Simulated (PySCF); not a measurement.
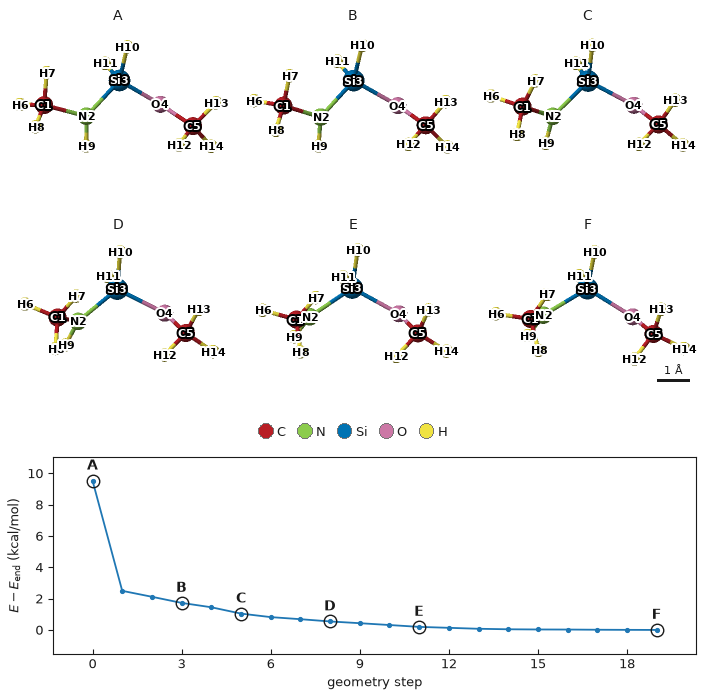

Frames of a relaxation of C$_{2}$H$_{9}$NOSi, marked on the history of the run. Style: ball-and-stick. Shown at a tilt.

The start comes from GFN2-xTB. Its atoms were then displaced at random by about 0.01 Å.

The calculation used PBE0-D3(BJ)/def2-SVP geometry optimisation, gas phase (PySCF). 

### Describe the path.

The largest move after the best rigid fit is that of H9, 1.43 Å. Largest moves by element: H 1.43 Å, N 0.84 Å, C 0.57 Å, Si 0.46 Å, O 0.13 Å. Among the contacts that change: Si3–O4 1.570 → 1.670 Å, C1–H6 1.061 → 1.104 Å, Si3–H10 1.464 → 1.497 Å, C5–H12 1.080 → 1.106 Å. Among the angles between lasting bonds that change: N2–Si3–H11 117.7° → 109.0°, O4–Si3–H10 115.5° → 108.3°, N2–Si3–O4 109.7° → 116.6°. Groups turn about O4–C5 by about 20°. The energy falls by 9.54 kcal/mol in 19 geometry steps. From step 0 to 3: H7 moves most (0.32 Å), energy −7.81 kcal/mol. From step 3 to 5: H7 moves most (0.40 Å), energy −0.68 kcal/mol. From step 5 to 8: H9 moves most (0.45 Å), energy −0.50 kcal/mol. From step 8 to 11: H atoms move most (0.33 Å), energy −0.35 kcal/mol. From step 11 to 19: H7 moves most (0.15 Å), energy −0.20 kcal/mol.
